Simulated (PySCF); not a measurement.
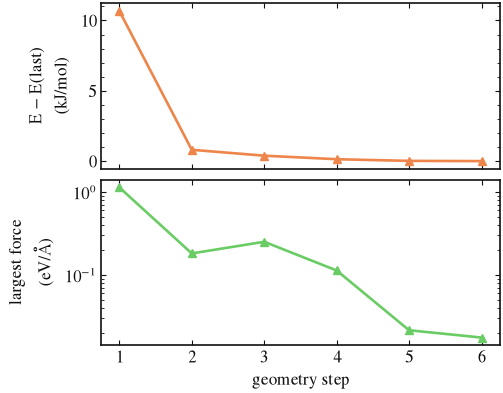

History of a geometry optimisation. C3H5GeN (SMILES C#[C][GeH2][N]=C); PBE0-D3(BJ)/def2-SVP, geometry optimisation (PySCF 2.14.0, density fitting).

The optimisation met its thresholds at geometry 6, counting the start as the first. The energy fell by about 10.5 kJ/mol from the first step to the last. The largest force goes from about 1.1 eV/Å at the start to 0.018 eV/Å at the end.
